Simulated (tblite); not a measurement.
**Run report: C6H16N2Si, geometry relaxation (part 1 of 3)**

C6H16N2Si, computed with GFN2-xTB geometry optimisation, gas phase (tblite 0.8.0).

It belongs to a series of runs on one base structure; here: H on C replaced by NMe2.

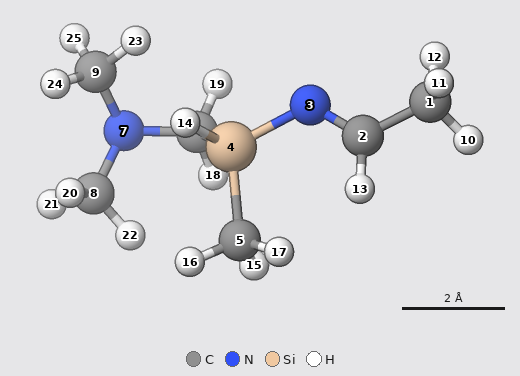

The structure as given in the input (ball-and-stick view, seen at a tilt; atoms are numbered from 1 in the order of the input).

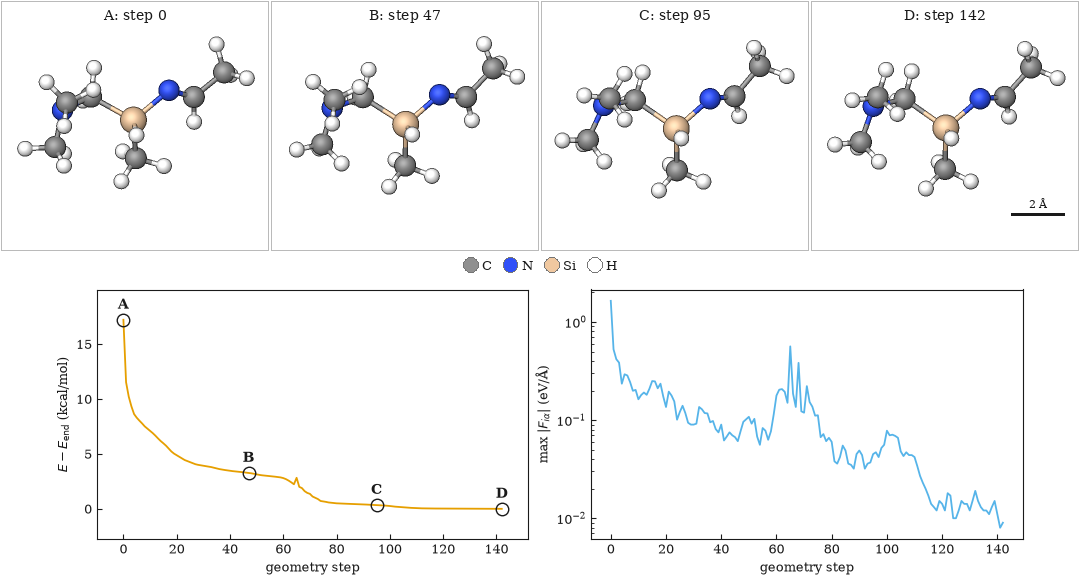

Frames of the relaxation (ball-and-stick view, seen at a tilt) above the curves, on which the letters mark them (steps are counted from 0).

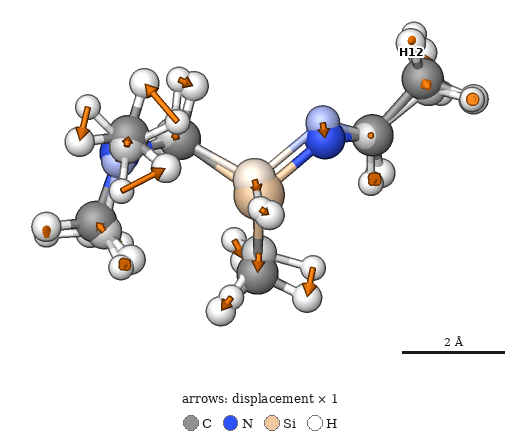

Start (faint) and end (solid) with the displacements as orange arrows, at true length (ball-and-stick view, seen at a tilt). The two geometries are laid on each other by the best rigid fit. Over 142 geometry steps the energy falls by 17.2 kcal/mol. Largest force component: 1.6 eV/Å at the start, 0.009 eV/Å at the end. The atom that moves furthest after the best rigid fit is H23 (1.03 Å). By element the largest moves are H 1.03 Å, C 0.41 Å, N 0.32 Å, Si 0.31 Å. Distances before and after: Si4–C6 1.851 → 1.928 Å, N3–Si4 1.771 → 1.721 Å, C8–H21 1.137 → 1.090 Å, Si4–C5 1.861 → 1.908 Å. Among the angles that change: C2–N3–Si4 121.9° → 133.8°, N3–Si4–H14 108.6° → 101.6°, N3–Si4–C6 109.4° → 102.9°. (Atoms are counted from 1 in the order of the input.)

The input and output of the run follow.

## Input file
```
{"job": {"kind": "relax", "xc": "GFN2-xTB", "basis": "xTB"}, "charge": 0, "multiplicity": 1}
C      4.250900     0.405800     0.174100
C      2.861500    -0.116900     0.345100
N      1.842500     0.616200     0.280500
Si     0.207600    -0.031900     0.487200
C      0.224600    -1.888700     0.615200
C     -0.832500     0.447900    -0.967000
N     -2.223600     0.620700    -0.641500
C     -2.829100    -0.573700    -0.109800
C     -2.460400     1.781700     0.182600
H      4.801700    -0.395300    -0.358800
H      4.716800     0.678200     1.135600
H      4.269900     1.324100    -0.455000
H      2.748500    -1.162500     0.566100
H     -0.333800     0.457900     1.764500
H      0.196400    -2.342500    -0.392900
H     -0.686700    -2.235400     1.165500
H      1.137000    -2.249400     1.159000
H     -0.792700    -0.381700    -1.716500
H     -0.443700     1.373500    -1.441800
H     -3.020300    -0.585600     0.963100
H     -3.835800    -0.647100    -0.633800
H     -2.266200    -1.454500    -0.473900
H     -1.499000     2.273300     0.506100
H     -3.060400     1.572500     1.089300
H     -2.984100     2.537700    -0.454800
```

The first line tells a small driver script what to run in tblite; the rest is the geometry in Å.

Launched with:
```bash
OMP_NUM_THREADS=1 python <driver script> task.json out
```

## Output
```
step      E/eV     max force
  0    -776.39024    2.155
  1    -776.63705    0.586
  2    -776.69381    0.426
  3    -776.73213    0.389
  4    -776.76263    0.317
  5    -776.77708    0.372
  6    -776.78869    0.305
  7    -776.79953    0.262
  8    -776.81133    0.225
  9    -776.82020    0.210
 10    -776.82907    0.188
 11    -776.83784    0.226
 12    -776.84797    0.254
 13    -776.85898    0.211
 14    -776.86935    0.230
 15    -776.87820    0.256
 16    -776.88769    0.249
 17    -776.89930    0.251
 18    -776.91045    0.241
 19    -776.91893    0.182
 20    -776.92528    0.154
 21    -776.93150    0.197
 22    -776.93841    0.179
 23    -776.94429    0.179
 24    -776.94845    0.137
 25    -776.95246    0.149
 26    -776.95694    0.157
 27    -776.96066    0.159
 28    -776.96319    0.128
 29    -776.96502    0.091
 30    -776.96671    0.111
 31    -776.96843    0.109
 32    -776.97021    0.150
 33    -776.97216    0.131
 34    -776.97477    0.127
 35    -776.97747    0.130
 36    -776.97996    0.117
 37    -776.98189    0.111
 38    -776.98360    0.090
 39    -776.98522    0.091
 40    -776.98683    0.094
 41    -776.98811    0.071
 42    -776.98915    0.073
 43    -776.99017    0.086
 44    -776.99135    0.081
 45    -776.99260    0.084
 46    -776.99386    0.062
 47    -776.99514    0.080
 48    -776.99666    0.117
 49    -776.99856    0.133
 50    -777.00091    0.129
 51    -777.00291    0.094
 52    -777.00451    0.127
 53    -777.00557    0.095
 54    -777.00666    0.067
 55    -777.00761    0.103
 56    -777.00903    0.111
 57    -777.01014    0.102
 58    -777.01133    0.109
 59    -777.01289    0.115
 60    -777.01555    0.183
 61    -777.01974    0.226
 62    -777.02549    0.233
 63    -777.03239    0.194
 64    -777.03999    0.178
 65    -777.01441    0.689
 66    -777.05013    0.218
 67    -777.05509    0.160
 68    -777.06706    0.413
 69    -777.07408    0.141
 70    -777.07790    0.130
 71    -777.08843    0.250
 72    -777.09350    0.171
 73    -777.09836    0.149
 74    -777.10600    0.137
 75    -777.10768    0.117
 76    -777.10949    0.082
 77    -777.11183    0.081
 78    -777.11310    0.078
 79    -777.11459    0.067
 80    -777.11522    0.062
 81    -777.11575    0.044
 82    -777.11623    0.042
 83    -777.11668    0.044
 84    -777.11706    0.059
 85    -777.11743    0.058
 86    -777.11782    0.046
 87    -777.11818    0.044
 88    -777.11852    0.042
 89    -777.11892    0.053
 90    -777.11945    0.058
 91    -777.12004    0.054
 92    -777.12055    0.042
 93    -777.12092    0.037
 94    -777.12129    0.054
 95    -777.12187    0.065
 96    -777.12262    0.054
 97    -777.12333    0.051
 98    -777.12396    0.068
 99    -777.12474    0.074
100    -777.12583    0.090
101    -777.12726    0.089
102    -777.12840    0.082
103    -777.12924    0.071
104    -777.12991    0.072
105    -777.13092    0.064
106    -777.13172    0.064
107    -777.13255    0.055
108    -777.13319    0.051
109    -777.13376    0.046
110    -777.13430    0.047
111    -777.13477    0.047
112    -777.13505    0.039
113    -777.13527    0.031
114    -777.13547    0.024
115    -777.13559    0.020
116    -777.13568    0.021
117    -777.13577    0.017
118    -777.13583    0.015
119    -777.13589    0.016
120    -777.13594    0.014
121    -777.13600    0.014
122    -777.13606    0.019
123    -777.13611    0.018
124    -777.13616    0.013
125    -777.13620    0.012
126    -777.13624    0.013
127    -777.13629    0.016
128    -777.13633    0.016
129    -777.13638    0.017
130    -777.13644    0.015
131    -777.13652    0.017
132    -777.13659    0.020
133    -777.13666    0.016
134    -777.13671    0.015
135    -777.13676    0.013
136    -777.13680    0.013
137    -777.13684    0.012
138    -777.13688    0.016
139    -777.13691    0.016
140    -777.13694    0.011
141    -777.13697    0.010
142    -777.13699    0.010
```

## Trajectory as extended XYZ (Å, eV, eV/Å), 20 of the 143 frames kept, from step=0 to step=142
```
25
Properties=species:S:1:pos:R:3:forces:R:3 step=0 energy=-776.39024
C     4.2509    0.4058    0.1741    0.1680   0.0960  -0.8010
C     2.8615   -0.1169    0.3451   -0.0200   1.0190   0.1930
N     1.8425    0.6162    0.2805   -0.8180  -0.1780   0.0520
Si    0.2076   -0.0319    0.4872    1.5130   0.7380   1.0570
C     0.2246   -1.8887    0.6152   -0.2140  -1.4410   0.4280
C    -0.8325    0.4479   -0.9670    0.1210   0.0680  -1.4600
N    -2.2236    0.6207   -0.6415   -0.0950   0.2240   0.5070
C    -2.8291   -0.5737   -0.1098   -1.2280  -0.6630  -1.6420
C    -2.4604    1.7817    0.1826    0.2380   1.2970  -0.1280
H     4.8017   -0.3953   -0.3588    0.1040   0.5750   0.5360
H     4.7168    0.6782    1.1356   -0.2020  -0.4420  -0.4040
H     4.2699    1.3241   -0.4550   -0.1870  -0.6070   0.4490
H     2.7485   -1.1625    0.5661    0.4140  -0.6710   0.0880
H    -0.3338    0.4579    1.7645    0.1740   0.1530  -0.0200
H     0.1964   -2.3425   -0.3929    0.1570   0.0020   0.6360
H    -0.6867   -2.2354    1.1655    0.9650   0.0210  -0.4120
H     1.1370   -2.2494    1.1590   -1.0120   0.1360  -0.5040
H    -0.7927   -0.3817   -1.7165    0.0460   0.7420   0.1720
H    -0.4437    1.3735   -1.4418   -0.4010  -0.5200   0.0650
H    -3.0203   -0.5856    0.9631    0.3510  -0.1000   0.0290
H    -3.8358   -0.6471   -0.6338    0.6690  -0.0490   0.7080
H    -2.2662   -1.4545   -0.4739   -0.3260   0.4020   0.5700
H    -1.4990    2.2733    0.5061   -0.7880  -0.4990  -0.1710
H    -3.0604    1.5725    1.0893    0.2510   0.0840  -0.5440
H    -2.9841    2.5377   -0.4548    0.1210  -0.3860   0.5950
25
Properties=species:S:1:pos:R:3:forces:R:3 step=7 energy=-776.79953
C     4.2432    0.4113    0.1391    0.1300   0.0720  -0.0100
C     2.8665   -0.0944    0.3578    0.1070   0.0190  -0.0470
N     1.8351    0.6206    0.3083   -0.0520  -0.1750   0.0440
Si    0.2393   -0.0211    0.5285    0.0600  -0.0940   0.0760
C     0.2130   -1.9204    0.6284    0.0070  -0.2440   0.0940
C    -0.8249    0.4496   -0.9802   -0.1080   0.0600  -0.1690
N    -2.2243    0.6321   -0.6468   -0.1420   0.0690  -0.0030
C    -2.8721   -0.5683   -0.1618   -0.0710  -0.0810   0.0060
C    -2.4618    1.8130    0.1616   -0.0610   0.1160   0.0580
H     4.8514   -0.3605   -0.3301   -0.0180   0.0900  -0.1020
H     4.6960    0.6213    1.1084   -0.0140   0.0720   0.0250
H     4.2403    1.3229   -0.4532    0.0150  -0.0200   0.0510
H     2.8300   -1.1668    0.5773    0.0010  -0.0890   0.0590
H    -0.2954    0.5073    1.7899    0.1210   0.0780  -0.0130
H     0.2158   -2.3787   -0.3609   -0.0150   0.0270   0.0970
H    -0.6537   -2.2912    1.1696    0.0270  -0.0350  -0.0550
H     1.0895   -2.2932    1.1545   -0.0320   0.0080   0.0170
H    -0.7837   -0.3271   -1.7487    0.0450  -0.0230   0.0130
H    -0.4846    1.3633   -1.4661    0.0320   0.0970   0.0620
H    -2.9746   -0.6010    0.9299   -0.0060   0.0860   0.0400
H    -3.8729   -0.6546   -0.6050    0.1130   0.0800   0.0940
H    -2.2955   -1.4453   -0.4436   -0.0750   0.0080  -0.1740
H    -1.5209    2.2608    0.5036   -0.1400  -0.0350  -0.1090
H    -3.0561    1.5844    1.0514    0.0070  -0.0230  -0.0780
H    -3.0103    2.5603   -0.4242    0.0680  -0.0610   0.0230
25
Properties=species:S:1:pos:R:3:forces:R:3 step=15 energy=-776.87820
C     4.2570    0.4412    0.1353    0.1200   0.0790  -0.0120
C     2.9087   -0.1468    0.3698    0.0760   0.0420  -0.1740
N     1.8408    0.5063    0.3057    0.0600  -0.0070  -0.1030
Si    0.2313   -0.0839    0.5358    0.0730   0.0030   0.0380
C     0.1966   -1.9870    0.6784   -0.0260  -0.1090  -0.0210
C    -0.8361    0.4652   -0.9672   -0.0570  -0.0140  -0.0680
N    -2.2494    0.6469   -0.6818   -0.0690   0.0460   0.0200
C    -2.8936   -0.5436   -0.1767   -0.0810  -0.0620  -0.0170
C    -2.5070    1.8217    0.1304    0.0360   0.1110   0.0490
H     4.8944   -0.2645   -0.3938   -0.0130  -0.0630   0.0630
H     4.7100    0.6536    1.1025    0.0700  -0.0620   0.0580
H     4.2331    1.3709   -0.4243   -0.2500   0.0560   0.0100
H     2.9329   -1.2197    0.6095    0.0250   0.0030   0.0210
H    -0.1654    0.5855    1.7782   -0.0680  -0.0450   0.0520
H     0.2256   -2.4317   -0.3141    0.0120  -0.0410  -0.0220
H    -0.6727   -2.3948    1.1841   -0.0230   0.0860   0.0400
H     1.0747   -2.3484    1.2107   -0.0580   0.0640   0.0280
H    -0.7727   -0.2802   -1.7648    0.0350  -0.0250  -0.0170
H    -0.4930    1.4040   -1.4049    0.1380  -0.0270   0.0920
H    -2.9161   -0.5782    0.9213    0.0940  -0.1200  -0.0020
H    -3.9254   -0.5926   -0.5337   -0.0300   0.1320   0.0090
H    -2.3769   -1.4225   -0.5511   -0.0110  -0.0420   0.0080
H    -1.5665    2.2634    0.4613   -0.0050   0.0730   0.0660
H    -3.0945    1.5773    1.0198   -0.0040   0.0340  -0.0680
H    -3.0466    2.5818   -0.4427   -0.0430  -0.1150  -0.0510
25
Properties=species:S:1:pos:R:3:forces:R:3 step=22 energy=-776.93841
C     4.2738    0.4804    0.1334    0.0070   0.0170  -0.0410
C     2.9663   -0.1921    0.3478   -0.1270   0.0160  -0.0290
N     1.8675    0.3966    0.2191   -0.0390   0.0970   0.0630
Si    0.2532   -0.1455    0.5335   -0.0190   0.1490  -0.0440
C     0.1717   -2.0383    0.7110    0.0170  -0.0640   0.0360
C    -0.8338    0.4594   -0.9395    0.1780  -0.0180  -0.0110
N    -2.2503    0.6596   -0.6887    0.1080  -0.0240  -0.0210
C    -2.9151   -0.5197   -0.1918   -0.0220  -0.0840  -0.0320
C    -2.5396    1.8387    0.1051    0.0070   0.0620   0.0130
H     4.9345   -0.1707   -0.4351    0.0120   0.0600  -0.0830
H     4.7526    0.6636    1.0945   -0.0380  -0.0030   0.0520
H     4.1250    1.4283   -0.3721    0.0590   0.0430  -0.0360
H     3.0449   -1.2484    0.6267    0.0040  -0.1450   0.0710
H    -0.0820    0.5906    1.7665   -0.0040  -0.1360  -0.0360
H     0.2321   -2.5103   -0.2665   -0.0090  -0.0360  -0.0140
H    -0.7093   -2.4264    1.2087   -0.0710   0.0750   0.0160
H     1.0331   -2.3712    1.2819    0.0310  -0.0670   0.0510
H    -0.7566   -0.2431   -1.7783    0.0040   0.0580   0.0590
H    -0.4290    1.4107   -1.2914   -0.0450  -0.0450  -0.0600
H    -2.8226   -0.6351    0.8965    0.0240  -0.0490   0.0720
H    -3.9756   -0.4685   -0.4476   -0.0020   0.0290   0.0410
H    -2.4898   -1.4028   -0.6621   -0.0390  -0.0080  -0.0740
H    -1.6240    2.3156    0.4528    0.0340   0.0440   0.0000
H    -3.1405    1.5953    0.9814   -0.0420  -0.0200   0.0570
H    -3.0972    2.5573   -0.4981   -0.0280   0.0490  -0.0480
25
Properties=species:S:1:pos:R:3:forces:R:3 step=30 energy=-776.96671
C     4.2708    0.4990    0.1168    0.0400   0.0150  -0.0060
C     2.9804   -0.2056    0.3353   -0.0540   0.0680   0.0000
N     1.8816    0.3843    0.2178   -0.0680   0.0240   0.0130
Si    0.2756   -0.1700    0.5290   -0.0640   0.0900   0.0050
C     0.1676   -2.0603    0.7320   -0.0160  -0.0220   0.0180
C    -0.8073    0.4626   -0.9307    0.0530  -0.0300  -0.0190
N    -2.2232    0.6593   -0.6723    0.0110  -0.0110  -0.0790
C    -2.9106   -0.5164   -0.1958    0.0000  -0.0140  -0.0230
C    -2.5438    1.8495    0.0955    0.0020   0.0050   0.0020
H     4.9477   -0.0998   -0.4873    0.0060  -0.0380  -0.0190
H     4.7366    0.6539    1.0891    0.0730   0.0170   0.0090
H     4.1025    1.4624   -0.3545   -0.0120   0.0160   0.0160
H     3.0671   -1.2575    0.6419    0.0340  -0.0200  -0.0370
H    -0.0752    0.5214    1.7783   -0.0130  -0.0280   0.0130
H     0.2266   -2.5623   -0.2306   -0.0200  -0.0170   0.0000
H    -0.7438   -2.3848    1.2214   -0.0250  -0.0270   0.0000
H     1.0022   -2.4136    1.3320   -0.0120  -0.0130   0.0240
H    -0.7341   -0.2302   -1.7765   -0.0210  -0.0100   0.0380
H    -0.4072    1.4134   -1.2897   -0.0330  -0.0290   0.0350
H    -2.7644   -0.7040    0.8796    0.0380   0.0020   0.0040
H    -3.9806   -0.3956   -0.3823    0.0330  -0.0010   0.0320
H    -2.5640   -1.3913   -0.7436   -0.0040   0.0490  -0.0370
H    -1.6465    2.3596    0.4471    0.0230  -0.0270  -0.0260
H    -3.1556    1.6078    0.9660    0.0090  -0.0120   0.0540
H    -3.1134    2.5426   -0.5308    0.0200   0.0130  -0.0170
25
Properties=species:S:1:pos:R:3:forces:R:3 step=37 energy=-776.98189
C     4.2714    0.5230    0.1098   -0.0050   0.0250  -0.0150
C     2.9759   -0.1798    0.3324    0.0320   0.0270   0.0520
N     1.8689    0.4030    0.2458    0.0160  -0.0980   0.0490
Si    0.2674   -0.1818    0.5483    0.0100   0.0070  -0.0050
C     0.1436   -2.0779    0.7551   -0.0150   0.0180   0.0050
C    -0.8007    0.4555   -0.9257    0.0510  -0.0120   0.0130
N    -2.2168    0.6633   -0.6883    0.0190  -0.0270  -0.0320
C    -2.8987   -0.5110   -0.2120   -0.0300  -0.0330   0.0000
C    -2.5346    1.8515    0.0842    0.0300  -0.0180  -0.0140
H     4.9275   -0.0720   -0.5243   -0.0530   0.0150  -0.0150
H     4.7775    0.6540    1.0677   -0.0450  -0.0240  -0.0120
H     4.1020    1.4994   -0.3336    0.0000   0.0170  -0.0050
H     3.0848   -1.2418    0.6055   -0.0610   0.0400  -0.0370
H    -0.0980    0.4633    1.8195   -0.0010   0.0250  -0.0360
H     0.2074   -2.5987   -0.1975   -0.0030   0.0320  -0.0080
H    -0.7831   -2.3811    1.2312   -0.0200  -0.0210  -0.0050
H     0.9563   -2.4448    1.3775    0.0060   0.0330   0.0010
H    -0.7234   -0.2475   -1.7626    0.0020   0.0170   0.0180
H    -0.4066    1.4070   -1.2851    0.0860  -0.0380   0.0020
H    -2.6798   -0.7473    0.8416    0.0300  -0.0130  -0.0070
H    -3.9730   -0.3547   -0.3127   -0.0300  -0.0340  -0.0070
H    -2.6079   -1.3600   -0.8279   -0.0380  -0.0250   0.0090
H    -1.6309    2.3583    0.4213    0.0130   0.0270  -0.0090
H    -3.1320    1.6086    0.9659    0.0100   0.0190  -0.0070
H    -3.1081    2.5356   -0.5484   -0.0020   0.0410   0.0670
25
Properties=species:S:1:pos:R:3:forces:R:3 step=45 energy=-776.99260
C     4.2597    0.5449    0.1008   -0.0490  -0.0110   0.0010
C     2.9669   -0.1619    0.3389    0.0180  -0.0070  -0.0080
N     1.8535    0.4125    0.2935    0.0230  -0.0540   0.0040
Si    0.2550   -0.1896    0.5696    0.0310   0.0140   0.0120
C     0.1192   -2.0824    0.7706    0.0100   0.0020   0.0110
C    -0.7856    0.4401   -0.9235    0.0220  -0.0060   0.0110
N    -2.2047    0.6640   -0.7048    0.0100  -0.0320   0.0070
C    -2.8906   -0.5121   -0.2278   -0.0250  -0.0410   0.0060
C    -2.5125    1.8504    0.0788    0.0190  -0.0100  -0.0060
H     4.8868   -0.0478   -0.5663   -0.0340   0.0670   0.0370
H     4.7867    0.6467    1.0517   -0.0220  -0.0270  -0.0570
H     4.0957    1.5350   -0.3176   -0.0350  -0.0490   0.0280
H     3.0806   -1.2337    0.5700   -0.0230   0.0520  -0.0160
H    -0.1236    0.4539    1.8336   -0.0230   0.0540   0.0130
H     0.1950   -2.5985   -0.1833    0.0070   0.0070  -0.0030
H    -0.8131   -2.3879    1.2342   -0.0150  -0.0130  -0.0060
H     0.9239   -2.4459    1.4039    0.0260  -0.0150   0.0030
H    -0.7046   -0.2697   -1.7534   -0.0060   0.0030   0.0150
H    -0.3580    1.3783   -1.2798   -0.0240  -0.0010  -0.0170
H    -2.6199   -0.7843    0.8052   -0.0150   0.0350  -0.0040
H    -3.9675   -0.3459   -0.2709    0.0100   0.0480  -0.0040
H    -2.6538   -1.3565   -0.8736    0.0320   0.0230  -0.0320
H    -1.6049    2.3609    0.3977    0.0330  -0.0010   0.0070
H    -3.0956    1.6096    0.9704    0.0380  -0.0260   0.0190
H    -3.0995    2.5439   -0.5303   -0.0070  -0.0120  -0.0190
```
